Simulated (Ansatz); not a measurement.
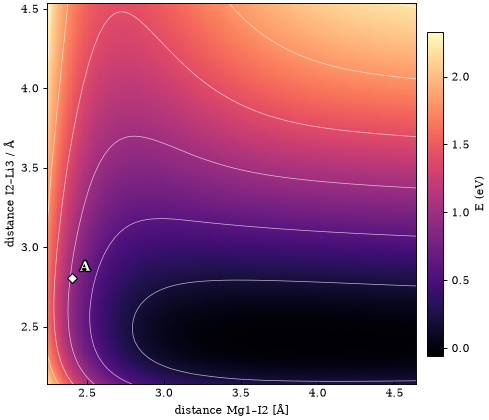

The system Mg + ILi. 
- The first coordinate is: distance Mg1–I2; the second: distance I2–Li3.
- Nothing is relaxed (the angle Mg1–I2–Li3 is fixed at 180 degrees).
- Grid: 9 × 9 points.
- Points are written as (first, second).
- Energies: eV, counted from Mg far from the relaxed ILi (each part in its own basis).
- Theory: Ansatz 0.2.0, RKS r2SCAN-D4/def2-TZVPD.

The picture shows a smooth colour map with a few white contour lines, the point A. Between grid points the surface is interpolated.

> Which way does the force act at A, and how strong is it?

A, at (2.401 Å, 2.807 Å), is not a stationary point. The computed force is 3.2 eV for each Å towards larger values of distance Mg1–I2 and 0.39 eV for each Å towards smaller values of distance I2–Li3.
